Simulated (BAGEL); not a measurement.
# AlH2BrF− (SMILES [F][AlH2-][Br]): HF/3-21G (density fitting with qzvpp-jkfit)

Aim: the energy change on altering one bond length of AlH2BrF− at HF/3-21G (density fitting with qzvpp-jkfit), from 2 runs. 

The results are computed with BAGEL 1.2.2.

12 further runs of the same task are left out: 2 for a known fault of the program, 8 that didn't finish, 2 set aside as unsound or not needed. Runs told in other sessions of the task aren't counted.

## 1. The structure to begin with

AlH2BrF−: 5 atoms, total charge -1, spin state singlet. SMILES: `[F][AlH2-][Br]`. The shape comes from GFN2-xTB, which is rough for such elements, and wasn't checked as a minimum.

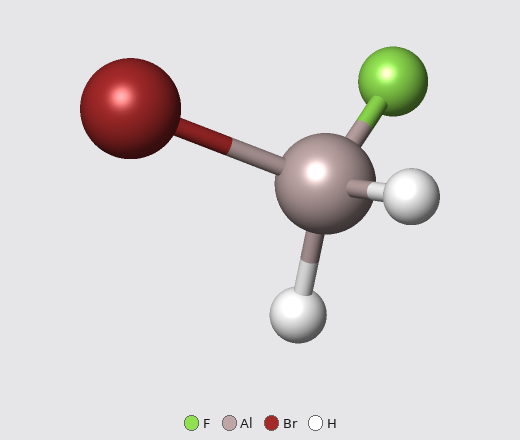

Viewed from a chosen angle; fluorine green, aluminium light grey, bromine red, hydrogen white.

## 2. A single-point energy at HF/3-21G (density fitting with qzvpp-jkfit)

Input file job.json:

```json
{ "bagel": [

{
  "title": "molecule",
  "basis": "3-21g",
  "df_basis": "qzvpp-jkfit",
  "angstrom": true,
  "geometry": [
    { "atom": "F", "xyz": [      -1.213430,       0.305530,       1.207960 ] },
    { "atom": "Al", "xyz": [      -0.128150,       0.082510,      -0.066010 ] },
    { "atom": "Br", "xyz": [       1.755180,      -1.067620,       0.637910 ] },
    { "atom": "H", "xyz": [      -0.796400,      -0.806870,      -1.191340 ] },
    { "atom": "H", "xyz": [       0.382800,       1.486460,      -0.588530 ] }
  ]
},

{
  "title": "hf",
  "charge": -1
},

{
  "title": "print",
  "file": "orbitals.molden",
  "orbitals": true
}

]}
```

On the command line:

```bash
$ BAGEL_NUM_THREADS=1 BAGEL job.json > job.out
```

Standard output:

```text
* using 1 threads per process

  ===============================================================
  ===============================================================

  *** Geometry ***

  { "atom" : "F", "xyz" : [     -2.293050,      0.577368,      2.282714 ] },
  { "atom" : "Al", "xyz" : [     -0.242168,      0.155921,     -0.124741 ] },
  { "atom" : "Br", "xyz" : [      3.316810,     -2.017509,      1.205475 ] },
  { "atom" : "H", "xyz" : [     -1.504978,     -1.524763,     -2.251306 ] },
  { "atom" : "H", "xyz" : [      0.723387,      2.809002,     -1.112161 ] },

  Number of auxiliary basis functions:      507

  Since a DF basis is specified, we compute 2- and 3-index integrals:
    o Being stored without compression. Storage requirement is 0.009 GB

  Number of basis functions:       48
  Number of electrons      :       59

    * METHOD: MOLECULE                             0.31

  *** RHF ***

  === Nuclear Repulsion ===
   215.0391481393

      * DIIS with orbital gradients will be used.

  === RHF iteration (3-21g) ===
      0      -2900.76516431          0.02262856           0.07
      1      -2900.84551949          0.01311577           0.07
      2      -2900.87406148          0.00089479           0.07
      3      -2900.87443798          0.00014475           0.07
      4      -2900.87445232          0.00003838           0.07
      5      -2900.87445316          0.00000836           0.07
      6      -2900.87445320          0.00000138           0.07
      7      -2900.87445320          0.00000046           0.07
      8      -2900.87445320          0.00000009           0.07
      9      -2900.87445320          0.00000001           0.07
     10      -2900.87445320          0.00000000           0.07
    * SCF iteration converged.

    * Permanent dipole moment:
           (   -0.914577,     0.566713,    -0.363793) a.u.

    * METHOD: HF                                   1.00

    * METHOD: PRINT                                0.01

  ===============================================================
```

Run time: 1.5 s. Hardware: 1 thread of Arm Neoverse N1, shared host; peak memory 0.086 GiB.

## 3. The distorted shape at the same level

Input file hf.json:

```json
{ "bagel": [

{
  "title": "molecule",
  "basis": "3-21g",
  "df_basis": "qzvpp-jkfit",
  "angstrom": "true",
  "geometry": [
    { "atom": "F", "xyz": [   -3.473463,    1.685709,    0.363242 ] },
    { "atom": "Al", "xyz": [   -2.388183,    1.462689,   -0.910728 ] },
    { "atom": "Br", "xyz": [    1.755180,   -1.067620,    0.637910 ] },
    { "atom": "H", "xyz": [   -3.056433,    0.573309,   -2.036058 ] },
    { "atom": "H", "xyz": [   -1.877233,    2.866639,   -1.433248 ] }
  ]
},
{ "title": "hf", "charge": -1 },
{ "title": "print", "file": "orbitals.molden", "orbitals": "true" }

]}
```

On the command line:

```bash
$ BAGEL_NUM_THREADS=1 BAGEL hf.json > hf.out
```

Standard output:

```text
* using 1 threads per process

  ===============================================================
  ===============================================================

  *** Geometry ***

  { "atom" : "F", "xyz" : [     -6.563894,      3.185528,      0.686428 ] },
  { "atom" : "Al", "xyz" : [     -4.513012,      2.764082,     -1.721026 ] },
  { "atom" : "Br", "xyz" : [      3.316810,     -2.017509,      1.205475 ] },
  { "atom" : "H", "xyz" : [     -5.775821,      1.083397,     -3.847592 ] },
  { "atom" : "H", "xyz" : [     -3.547456,      5.417163,     -2.708446 ] },

  Number of auxiliary basis functions:      507

  Since a DF basis is specified, we compute 2- and 3-index integrals:
    o Being stored without compression. Storage requirement is 0.009 GB

  Number of basis functions:       48
  Number of electrons      :       59

    * METHOD: MOLECULE                             0.30

  *** RHF ***

  === Nuclear Repulsion ===
   130.9991623966

      * DIIS with orbital gradients will be used.

  === RHF iteration (3-21g) ===
      0      -2900.64715918          0.02368671           0.07
      1      -2900.75134119          0.01445468           0.07
      2      -2900.78529319          0.00107014           0.07
      3      -2900.78589122          0.00024772           0.07
      4      -2900.78594021          0.00007040           0.07
      5      -2900.78594477          0.00001495           0.07
      6      -2900.78594503          0.00000349           0.07
      7      -2900.78594504          0.00000077           0.07
      8      -2900.78594504          0.00000035           0.07
      9      -2900.78594504          0.00000009           0.07
     10      -2900.78594504          0.00000002           0.07
     11      -2900.78594504          0.00000000           0.07
    * SCF iteration converged.

    * Permanent dipole moment:
           (    1.847057,    -1.149881,     0.781426) a.u.

    * METHOD: HF                                   1.08

    * METHOD: PRINT                                0.01

  ===============================================================
```

Wall time 1.6 s (1 thread of Arm Neoverse N1, shared host); peak memory 0.086 GiB.

## 4. Summary of results

Level: HF/3-21G (density fitting with qzvpp-jkfit).

| quantity | value |
| --- | --- |
| first shape: total energy | -2900.87445 Eh |
| first shape: HOMO energy | -5.24 eV |
| first shape: LUMO energy | 9.04 eV |
| first shape: HOMO–LUMO gap (to an unbound level, set by the basis) | 14.28 eV |
| distorted shape: total energy | -2900.78595 Eh |
| distorted shape: HOMO energy | -2.99 eV |
| distorted shape: LUMO energy | 3.48 eV |
| distorted shape: HOMO–LUMO gap (to an unbound level, set by the basis) | 6.46 eV |
| energy change with the Al2–Br3 bond stretched from 2.316 to 5.096 Å | 2.408 eV |

**Reading.** With the Al2–Br3 bond stretched from 2.316 to 5.096 Å the energy rises by 2.41 eV (56 kcal/mol). The first shape isn't relaxed at this level, so the change isn't measured from a minimum.
